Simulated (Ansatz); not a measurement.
## Run report: SiNH$_{3}$F$_{2}$, molecular dynamics (part 2 of 3)

SiNH$_{3}$F$_{2}$; RKS PBE0-D4/def2-SVP (Ansatz 0.2.0). 

Geometry of the input (Å):
```
Si -0.3050  -0.9015  -0.3331
F  1.0767  -1.2501  -1.0688
F  -1.3130  -0.4730  -1.5027
H  -0.2140  -0.4763  1.2289
N  0.1663  0.6675  0.5125
H  -0.5249  1.3980  0.6453
H  1.1140  1.0354  0.5179
```

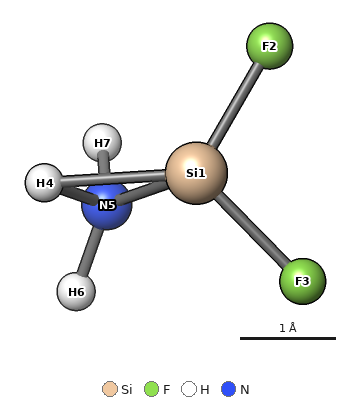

**Figure 1.** The geometry at step 20 of the log (ball-and-stick view, seen at a tilt; atoms are numbered from 1 in the order of the input).

Trajectory as extended XYZ, continued
```
7
Properties=species:S:1:pos:R:3:forces:R:3 step=4 time_fs=1.0 energy=-14833.09726 temperature=186.4
Si   -0.3059   -0.9036   -0.3338   -0.4809  -0.6762   0.9216
F     1.0782   -1.2506   -1.0691    0.7945  -0.1031  -0.4077
F    -1.3136   -0.4727   -1.5032   -0.5535   0.3231  -0.7338
H    -0.2120   -0.4535    1.2352    0.1582   0.2080  -0.0946
N     0.1677    0.6693    0.5119   -1.1991   0.0749   0.4060
H    -0.5211    1.4128    0.6766    0.0936  -0.2225  -0.1107
H     1.0962    1.0351    0.5233    1.1872   0.3957   0.0192
7
Properties=species:S:1:pos:R:3:forces:R:3 step=5 time_fs=1.2 energy=-14833.09396 temperature=181.3
Si   -0.3061   -0.9042   -0.3339   -0.5038  -0.7144   0.9128
F     1.0787   -1.2508   -1.0692    0.7860  -0.0875  -0.4022
F    -1.3138   -0.4725   -1.5034   -0.5450   0.3300  -0.7373
H    -0.2114   -0.4476    1.2367    0.1917   0.2471  -0.1184
N     0.1679    0.6697    0.5118   -1.4333   0.1101   0.4714
H    -0.5201    1.4163    0.6843    0.1611  -0.3230  -0.1513
H     1.0932    1.0355    0.5246    1.3433   0.4377   0.0251
7
Properties=species:S:1:pos:R:3:forces:R:3 step=6 time_fs=1.5 energy=-14833.09152 temperature=177.6
Si   -0.3064   -0.9048   -0.3340   -0.5265  -0.7545   0.9000
F     1.0791   -1.2509   -1.0694    0.7764  -0.0715  -0.3963
F    -1.3140   -0.4724   -1.5036   -0.5356   0.3368  -0.7399
H    -0.2106   -0.4415    1.2381    0.2256   0.2882  -0.1411
N     0.1681    0.6702    0.5117   -1.6180   0.1512   0.5382
H    -0.5190    1.4196    0.6919    0.2208  -0.4142  -0.1914
H     1.0911    1.0362    0.5260    1.4573   0.4641   0.0305
7
Properties=species:S:1:pos:R:3:forces:R:3 step=7 time_fs=1.8 energy=-14833.09056 temperature=176.2
Si   -0.3066   -0.9054   -0.3341   -0.5491  -0.7969   0.8832
F     1.0796   -1.2511   -1.0695    0.7659  -0.0549  -0.3900
F    -1.3142   -0.4723   -1.5039   -0.5253   0.3434  -0.7416
H    -0.2097   -0.4352    1.2394    0.2601   0.3316  -0.1625
N     0.1682    0.6707    0.5116   -1.7464   0.1983   0.6060
H    -0.5178    1.4226    0.6994    0.2711  -0.4942  -0.2302
H     1.0898    1.0372    0.5274    1.5237   0.4727   0.0351
7
Properties=species:S:1:pos:R:3:forces:R:3 step=8 time_fs=2.0 energy=-14833.09155 temperature=177.7
Si   -0.3069   -0.9060   -0.3341   -0.5718  -0.8418   0.8621
F     1.0801   -1.2512   -1.0696    0.7545  -0.0377  -0.3833
F    -1.3145   -0.4721   -1.5041   -0.5140   0.3500  -0.7426
H    -0.2086   -0.4288    1.2406    0.2950   0.3777  -0.1825
N     0.1682    0.6711    0.5116   -1.8140   0.2512   0.6746
H    -0.5164    1.4254    0.7068    0.3107  -0.5615  -0.2669
H     1.0894    1.0384    0.5288    1.5396   0.4622   0.0386
7
Properties=species:S:1:pos:R:3:forces:R:3 step=9 time_fs=2.2 energy=-14833.09477 temperature=182.7
Si   -0.3072   -0.9066   -0.3342   -0.5947  -0.8897   0.8366
F     1.0807   -1.2513   -1.0698    0.7421  -0.0199  -0.3763
F    -1.3147   -0.4720   -1.5044   -0.5019   0.3567  -0.7429
H    -0.2074   -0.4221    1.2417    0.3306   0.4266  -0.2010
N     0.1682    0.6716    0.5116   -1.8195   0.3089   0.7434
H    -0.5149    1.4279    0.7140    0.3389  -0.6149  -0.3008
H     1.0899    1.0400    0.5302    1.5044   0.4324   0.0409
7
Properties=species:S:1:pos:R:3:forces:R:3 step=10 time_fs=2.5 energy=-14833.10025 temperature=191.2
Si   -0.3075   -0.9073   -0.3342   -0.6178  -0.9406   0.8068
F     1.0812   -1.2515   -1.0700    0.7291  -0.0015  -0.3690
F    -1.3150   -0.4718   -1.5047   -0.4889   0.3633  -0.7425
H    -0.2059   -0.4151    1.2427    0.3668   0.4786  -0.2179
N     0.1680    0.6721    0.5116   -1.7646   0.3697   0.8121
H    -0.5131    1.4299    0.7211    0.3551  -0.6536  -0.3314
H     1.0914    1.0417    0.5317    1.4204   0.3841   0.0418
7
Properties=species:S:1:pos:R:3:forces:R:3 step=11 time_fs=2.8 energy=-14833.10785 temperature=202.9
Si   -0.3078   -0.9079   -0.3342   -0.6414  -0.9950   0.7726
F     1.0818   -1.2516   -1.0702    0.7153   0.0176  -0.3615
F    -1.3153   -0.4716   -1.5051   -0.4750   0.3702  -0.7416
H    -0.2043   -0.4079    1.2436    0.4036   0.5339  -0.2331
N     0.1678    0.6726    0.5116   -1.6538   0.4312   0.8803
H    -0.5111    1.4316    0.7279    0.3590  -0.6769  -0.3580
H     1.0937    1.0438    0.5332    1.2922   0.3191   0.0413
7
Properties=species:S:1:pos:R:3:forces:R:3 step=12 time_fs=3.0 energy=-14833.11724 temperature=217.4
Si   -0.3081   -0.9086   -0.3342   -0.6655  -1.0532   0.7340
F     1.0824   -1.2518   -1.0704    0.7009   0.0375  -0.3539
F    -1.3156   -0.4714   -1.5054   -0.4603   0.3772  -0.7401
H    -0.2024   -0.4004    1.2443    0.4413   0.5926  -0.2465
N     0.1676    0.6731    0.5117   -1.4937   0.4905   0.9475
H    -0.5090    1.4329    0.7345    0.3505  -0.6847  -0.3803
H     1.0967    1.0460    0.5347    1.1266   0.2401   0.0394
7
Properties=species:S:1:pos:R:3:forces:R:3 step=13 time_fs=3.2 energy=-14833.12805 temperature=234.1
Si   -0.3085   -0.9093   -0.3342   -0.6902  -1.1152   0.6910
F     1.0830   -1.2519   -1.0706    0.6860   0.0581  -0.3462
F    -1.3159   -0.4712   -1.5058   -0.4447   0.3846  -0.7382
H    -0.2002   -0.3924    1.2449    0.4798   0.6548  -0.2581
N     0.1672    0.6737    0.5119   -1.2924   0.5444   1.0132
H    -0.5066    1.4337    0.7409    0.3299  -0.6769  -0.3979
H     1.1005    1.0483    0.5363    0.9316   0.1502   0.0362
7
Properties=species:S:1:pos:R:3:forces:R:3 step=14 time_fs=3.5 energy=-14833.13986 temperature=252.3
Si   -0.3088   -0.9101   -0.3341   -0.7158  -1.1815   0.6438
F     1.0837   -1.2521   -1.0708    0.6707   0.0794  -0.3386
F    -1.3162   -0.4710   -1.5062   -0.4283   0.3923  -0.7358
H    -0.1978   -0.3841    1.2453    0.5193   0.7208  -0.2679
N     0.1668    0.6743    0.5120   -1.0592   0.5897   1.0770
H    -0.5040    1.4342    0.7471    0.2974  -0.6538  -0.4106
H     1.1048    1.0508    0.5378    0.7159   0.0531   0.0320
7
Properties=species:S:1:pos:R:3:forces:R:3 step=15 time_fs=3.8 energy=-14833.15235 temperature=271.6
Si   -0.3092   -0.9108   -0.3341   -0.7423  -1.2522   0.5924
F     1.0844   -1.2522   -1.0710    0.6550   0.1016  -0.3309
F    -1.3166   -0.4708   -1.5066   -0.4111   0.4005  -0.7332
H    -0.1950   -0.3754    1.2456    0.5598   0.7904  -0.2756
N     0.1664    0.6749    0.5122   -0.8032   0.6234   1.1384
H    -0.5012    1.4343    0.7530    0.2537  -0.6159  -0.4183
H     1.1095    1.0532    0.5394    0.4880  -0.0479   0.0271
7
Properties=species:S:1:pos:R:3:forces:R:3 step=16 time_fs=4.0 energy=-14833.16533 temperature=291.7
Si   -0.3096   -0.9116   -0.3340   -0.7699  -1.3276   0.5370
F     1.0851   -1.2523   -1.0713    0.6391   0.1246  -0.3235
F    -1.3169   -0.4705   -1.5071   -0.3932   0.4092  -0.7302
H    -0.1919   -0.3662    1.2456    0.6014   0.8638  -0.2814
N     0.1659    0.6755    0.5125   -0.5333   0.6431   1.1971
H    -0.4983    1.4340    0.7587    0.1996  -0.5638  -0.4209
H     1.1145    1.0557    0.5410    0.2563  -0.1493   0.0218
7
Properties=species:S:1:pos:R:3:forces:R:3 step=17 time_fs=4.2 energy=-14833.17874 temperature=312.5
Si   -0.3100   -0.9125   -0.3339   -0.7988  -1.4080   0.4777
F     1.0858   -1.2525   -1.0715    0.6230   0.1485  -0.3162
F    -1.3173   -0.4703   -1.5076   -0.3745   0.4185  -0.7270
H    -0.1884   -0.3565    1.2456    0.6442   0.9406  -0.2850
N     0.1654    0.6761    0.5128   -0.2580   0.6471   1.2527
H    -0.4952    1.4333    0.7641    0.1359  -0.4985  -0.4186
H     1.1197    1.0580    0.5426    0.0281  -0.2482   0.0164
7
Properties=species:S:1:pos:R:3:forces:R:3 step=18 time_fs=4.5 energy=-14833.19273 temperature=334.1
Si   -0.3104   -0.9133   -0.3338   -0.8290  -1.4936   0.4147
F     1.0865   -1.2526   -1.0718    0.6070   0.1732  -0.3093
F    -1.3177   -0.4700   -1.5080   -0.3550   0.4285  -0.7237
H    -0.1846   -0.3462    1.2453    0.6880   1.0208  -0.2862
N     0.1649    0.6768    0.5132    0.0156   0.6345   1.3051
H    -0.4921    1.4324    0.7692    0.0640  -0.4212  -0.4116
H     1.1249    1.0602    0.5442   -0.1905  -0.3422   0.0111
7
Properties=species:S:1:pos:R:3:forces:R:3 step=19 time_fs=4.8 energy=-14833.20758 temperature=357.2
Si   -0.3109   -0.9142   -0.3337   -0.8607  -1.5845   0.3482
F     1.0873   -1.2527   -1.0721    0.5910   0.1987  -0.3028
F    -1.3181   -0.4697   -1.5086   -0.3349   0.4393  -0.7203
H    -0.1803   -0.3353    1.2449    0.7330   1.1039  -0.2849
N     0.1644    0.6775    0.5136    0.2810   0.6053   1.3540
H    -0.4889    1.4312    0.7741   -0.0149  -0.3336  -0.4004
H     1.1299    1.0622    0.5458   -0.3944  -0.4292   0.0063
7
Properties=species:S:1:pos:R:3:forces:R:3 step=20 time_fs=5.0 energy=-14833.22375 temperature=382.3
Si   -0.3113   -0.9151   -0.3336   -0.8941  -1.6808   0.2785
F     1.0880   -1.2528   -1.0723    0.5752   0.2251  -0.2968
F    -1.3185   -0.4694   -1.5091   -0.3142   0.4508  -0.7169
H    -0.1756   -0.3238    1.2443    0.7788   1.1892  -0.2807
N     0.1639    0.6782    0.5141    0.5328   0.5608   1.3995
H    -0.4858    1.4298    0.7788   -0.0989  -0.2373  -0.3857
H     1.1348    1.0640    0.5475   -0.5797  -0.5077   0.0022
7
Properties=species:S:1:pos:R:3:forces:R:3 step=21 time_fs=5.2 energy=-14833.24181 temperature=410.3
Si   -0.3118   -0.9161   -0.3335   -0.9291  -1.7827   0.2059
F     1.0888   -1.2529   -1.0726    0.5597   0.2522  -0.2914
F    -1.3189   -0.4691   -1.5097   -0.2928   0.4631  -0.7136
H    -0.1705   -0.3115    1.2436    0.8254   1.2759  -0.2732
N     0.1634    0.6790    0.5147    0.7665   0.5028   1.4415
H    -0.4827    1.4283    0.7833   -0.1862  -0.1346  -0.3682
H     1.1393    1.0654    0.5491   -0.7435  -0.5766  -0.0010
7
Properties=species:S:1:pos:R:3:forces:R:3 step=22 time_fs=5.5 energy=-14833.26240 temperature=442.2
Si   -0.3123   -0.9170   -0.3334   -0.9657  -1.8900   0.1308
F     1.0896   -1.2530   -1.0729    0.5445   0.2801  -0.2867
F    -1.3193   -0.4688   -1.5103   -0.2709   0.4763  -0.7104
H    -0.1648   -0.2985    1.2426    0.8723   1.3624  -0.2616
N     0.1630    0.6798    0.5153    0.9783   0.4344   1.4801
H    -0.4797    1.4267    0.7875   -0.2746  -0.0280  -0.3489
H     1.1433    1.0665    0.5507   -0.8838  -0.6352  -0.0033
7
Properties=species:S:1:pos:R:3:forces:R:3 step=23 time_fs=5.8 energy=-14833.28622 temperature=479.1
Si   -0.3128   -0.9181   -0.3332   -1.0039  -2.0024   0.0536
F     1.0905   -1.2531   -1.0732    0.5297   0.3087  -0.2827
F    -1.3198   -0.4684   -1.5109   -0.2485   0.4902  -0.7073
H    -0.1586   -0.2846    1.2416    0.9189   1.4471  -0.2451
N     0.1626    0.6806    0.5160    1.1649   0.3595   1.5150
H    -0.4769    1.4250    0.7915   -0.3618   0.0800  -0.3289
H     1.1468    1.0672    0.5524   -0.9994  -0.6830  -0.0047
7
Properties=species:S:1:pos:R:3:forces:R:3 step=24 time_fs=6.0 energy=-14833.31394 temperature=522.0
Si   -0.3134   -0.9192   -0.3331   -1.0435  -2.1195  -0.0249
F     1.0913   -1.2532   -1.0736    0.5154   0.3378  -0.2796
F    -1.3202   -0.4681   -1.5115   -0.2257   0.5049  -0.7044
H    -0.1519   -0.2699    1.2403    0.9644   1.5273  -0.2224
N     0.1623    0.6814    0.5167    1.3238   0.2828   1.5457
H    -0.4743    1.4235    0.7953   -0.4451   0.1863  -0.3095
H     1.1497    1.0675    0.5540   -1.0893  -0.7197  -0.0050
7
Properties=species:S:1:pos:R:3:forces:R:3 step=25 time_fs=6.2 energy=-14833.34619 temperature=572.0
Si   -0.3139   -0.9203   -0.3330   -1.0842  -2.2404  -0.1042
F     1.0922   -1.2533   -1.0739    0.5015   0.3673  -0.2773
F    -1.3206   -0.4677   -1.5122   -0.2025   0.5203  -0.7015
H    -0.1446   -0.2543    1.2390    1.0077   1.5997  -0.1917
N     0.1620    0.6822    0.5175    1.4528   0.2101   1.5714
H    -0.4719    1.4220    0.7989   -0.5220   0.2881  -0.2922
H     1.1520    1.0674    0.5556   -1.1533  -0.7451  -0.0045
7
Properties=species:S:1:pos:R:3:forces:R:3 step=26 time_fs=6.5 energy=-14833.38342 temperature=629.6
Si   -0.3145   -0.9214   -0.3329   -1.1255  -2.3641  -0.1832
F     1.0930   -1.2533   -1.0742    0.4879   0.3969  -0.2758
F    -1.3211   -0.4673   -1.5128   -0.1790   0.5361  -0.6988
H    -0.1367   -0.2377    1.2375    1.0471   1.6600  -0.1509
N     0.1617    0.6831    0.5184    1.5504   0.1477   1.5904
H    -0.4699    1.4207    0.8024   -0.5899   0.3825  -0.2782
H     1.1536    1.0668    0.5572   -1.1910  -0.7590  -0.0034
7
Properties=species:S:1:pos:R:3:forces:R:3 step=27 time_fs=6.8 energy=-14833.42591 temperature=695.3
Si   -0.3151   -0.9227   -0.3328   -1.1669  -2.4890  -0.2610
F     1.0939   -1.2534   -1.0746    0.4745   0.4265  -0.2751
F    -1.3216   -0.4669   -1.5135   -0.1553   0.5522  -0.6960
H    -0.1282   -0.2201    1.2360    1.0809   1.7024  -0.0969
N     0.1616    0.6839    0.5193    1.6157   0.1026   1.6000
H    -0.4682    1.4196    0.8057   -0.6463   0.4665  -0.2690
H     1.1544    1.0658    0.5588   -1.2025  -0.7613  -0.0020
7
Properties=species:S:1:pos:R:3:forces:R:3 step=28 time_fs=7.0 energy=-14833.47360 temperature=769.0
Si   -0.3157   -0.9239   -0.3327   -1.2075  -2.6132  -0.3361
F     1.0948   -1.2534   -1.0749    0.4612   0.4558  -0.2751
F    -1.3220   -0.4665   -1.5143   -0.1315   0.5683  -0.6930
H    -0.1190   -0.2016    1.2343    1.1065   1.7203  -0.0258
N     0.1615    0.6847    0.5203    1.6483   0.0826   1.5963
H    -0.4670    1.4188    0.8088   -0.6891   0.5379  -0.2658
H     1.1546    1.0643    0.5604   -1.1879  -0.7517  -0.0006
7
Properties=species:S:1:pos:R:3:forces:R:3 step=29 time_fs=7.2 energy=-14833.52604 temperature=850.1
Si   -0.3164   -0.9253   -0.3326   -1.2464  -2.7343  -0.4071
F     1.0958   -1.2534   -1.0753    0.4477   0.4843  -0.2757
F    -1.3225   -0.4660   -1.5150   -0.1076   0.5840  -0.6895
H    -0.1091   -0.1819    1.2327    1.1213   1.7054   0.0674
N     0.1615    0.6856    0.5214    1.6489   0.0959   1.5742
H    -0.4661    1.4184    0.8118   -0.7166   0.5946  -0.2696
H     1.1540    1.0624    0.5621   -1.1472  -0.7299   0.0003
7
Properties=species:S:1:pos:R:3:forces:R:3 step=30 time_fs=7.5 energy=-14833.58228 temperature=936.9
Si   -0.3171   -0.9266   -0.3325   -1.2825  -2.8497  -0.4724
F     1.0967   -1.2535   -1.0756    0.4337   0.5118  -0.2765
F    -1.3230   -0.4656   -1.5158   -0.0837   0.5990  -0.6853
H    -0.0986   -0.1613    1.2311    1.1218   1.6481   0.1886
N     0.1615    0.6864    0.5225    1.6188   0.1509   1.5267
H    -0.4656    1.4183    0.8146   -0.7274   0.6352  -0.2811
H     1.1528    1.0600    0.5637   -1.0807  -0.6954   0.0000
7
Properties=species:S:1:pos:R:3:forces:R:3 step=31 time_fs=7.8 energy=-14833.64079 temperature=1027.2
Si   -0.3178   -0.9281   -0.3324   -1.3147  -2.9563  -0.5301
F     1.0976   -1.2534   -1.0760    0.4189   0.5379  -0.2775
F    -1.3234   -0.4651   -1.5166   -0.0598   0.6129  -0.6799
H    -0.0874   -0.1397    1.2296    1.1049   1.5384   0.3450
N     0.1616    0.6873    0.5238    1.5602   0.2560   1.4453
H    -0.4656    1.4185    0.8172   -0.7210   0.6590  -0.3007
H     1.1509    1.0572    0.5653   -0.9884  -0.6479  -0.0021
7
Properties=species:S:1:pos:R:3:forces:R:3 step=32 time_fs=8.0 energy=-14833.69943 temperature=1117.6
Si   -0.3185   -0.9296   -0.3323   -1.3416  -3.0513  -0.5784
F     1.0986   -1.2534   -1.0764    0.4027   0.5623  -0.2781
F    -1.3239   -0.4646   -1.5174   -0.0360   0.6253  -0.6731
H    -0.0756   -0.1171    1.2284    1.0672   1.3659   0.5446
N     0.1618    0.6882    0.5250    1.4758   0.4184   1.3203
H    -0.4661    1.4192    0.8197   -0.6974   0.6660  -0.3283
H     1.1484    1.0541    0.5669   -0.8707  -0.5867  -0.0069
7
Properties=species:S:1:pos:R:3:forces:R:3 step=33 time_fs=8.2 energy=-14833.75555 temperature=1204.1
Si   -0.3193   -0.9312   -0.3322   -1.3622  -3.1316  -0.6157
F     1.0996   -1.2534   -1.0768    0.3850   0.5846  -0.2782
F    -1.3244   -0.4641   -1.5182   -0.0122   0.6359  -0.6645
H    -0.0631   -0.0938    1.2274    1.0062   1.1218   0.7954
N     0.1621    0.6891    0.5264    1.3685   0.6438   1.1417
H    -0.4669    1.4203    0.8220   -0.6571   0.6567  -0.3634
H     1.1454    1.0506    0.5685   -0.7281  -0.5113  -0.0153
7
Properties=species:S:1:pos:R:3:forces:R:3 step=34 time_fs=8.5 energy=-14833.80614 temperature=1282.0
Si   -0.3201   -0.9328   -0.3322   -1.3755  -3.1950  -0.6407
F     1.1006   -1.2533   -1.0772    0.3653   0.6048  -0.2773
F    -1.3249   -0.4635   -1.5190    0.0116   0.6444  -0.6537
H    -0.0500   -0.0697    1.2269    0.9207   0.8003   1.1047
N     0.1624    0.6900    0.5277    1.2410   0.9344   0.9003
H    -0.4681    1.4217    0.8240   -0.6016   0.6325  -0.4053
H     1.1419    1.0467    0.5701   -0.5615  -0.4214  -0.0280
7
Properties=species:S:1:pos:R:3:forces:R:3 step=35 time_fs=8.8 energy=-14833.84821 temperature=1346.7
Si   -0.3209   -0.9345   -0.3322   -1.3808  -3.2399  -0.6525
F     1.1016   -1.2532   -1.0776    0.3434   0.6227  -0.2752
F    -1.3253   -0.4630   -1.5199    0.0353   0.6507  -0.6404
H    -0.0364   -0.0452    1.2271    0.8114   0.4014   1.4766
N     0.1628    0.6909    0.5292    1.0954   1.2870   0.5903
H    -0.4697    1.4236    0.8258   -0.5326   0.5951  -0.4528
H     1.1381    1.0426    0.5717   -0.3721  -0.3171  -0.0460
7
Properties=species:S:1:pos:R:3:forces:R:3 step=36 time_fs=9.0 energy=-14833.87934 temperature=1394.7
Si   -0.3218   -0.9363   -0.3321   -1.3779  -3.2654  -0.6509
F     1.1026   -1.2531   -1.0780    0.3192   0.6385  -0.2716
F    -1.3258   -0.4624   -1.5208    0.0590   0.6549  -0.6246
H    -0.0223   -0.0205    1.2282    0.6817  -0.0670   1.9101
N     0.1632    0.6919    0.5306    0.9323   1.6911   0.2115
H    -0.4716    1.4257    0.8274   -0.4524   0.5467  -0.5045
H     1.1341    1.0384    0.5733   -0.1621  -0.1988  -0.0701
```
